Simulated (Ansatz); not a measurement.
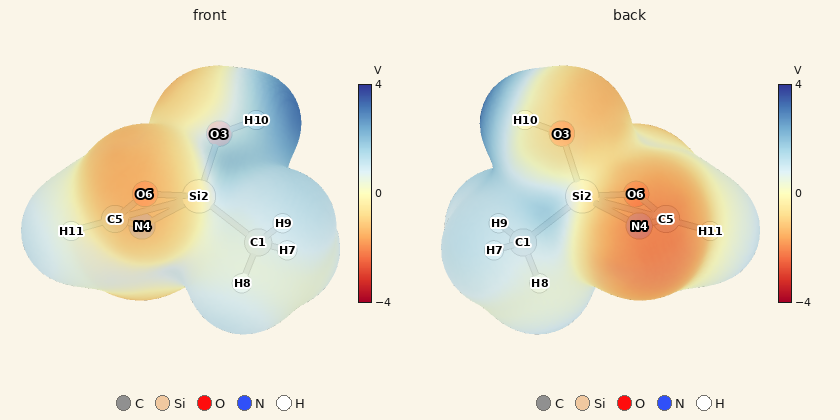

C$_{2}$H$_{5}$NO$_{2}$Si. The molecular electrostatic potential painted on the density surface at 0.002 e/bohr³, seen from the front and from behind; red is negative and blue positive.

Method: RKS r2SCANh/def2-SVP (Ansatz 0.2.0).

```xyz
11

C    -0.3433   -0.8467    1.2649
Si    0.3807    0.0613   -0.1710
O     1.9858    0.3536   -0.0151
N    -0.1502   -0.3450   -1.8063
C    -0.7470    0.7897   -1.7358
O    -0.5473    1.4943   -0.5807
H     0.1207   -1.8368    1.3812
H    -1.4217   -0.9908    1.1134
H    -0.2031   -0.2901    2.2035
H     2.3980    0.2973    0.8499
H    -1.4072    1.2560   -2.4834
```

> Describe the electrostatic potential map.

The most negative region (about −2.2 V) lies over N4, the most positive (about +3.1 V) over H10. N4 is the likeliest acceptor of a hydrogen bond.
